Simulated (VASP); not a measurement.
Band structure of Ni (fcc). All values below come from vdW-DF-cx, VASP's PBE PAW potentials (set 64) (plane waves; VASP 6.6.1).

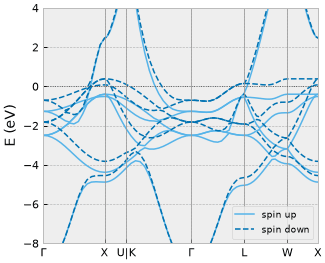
*Bands along high-symmetry lines, zero at the valence-band maximum or, without a gap, the Fermi level*

**Question.** Read the plot: is there a gap, and where are the band edges?

**Answer.** It has no gap at this level: it comes out as a metal or semimetal. (Edges off the drawn lines would not show.)

The compound is Ni in the fcc structure. It was relaxed first.
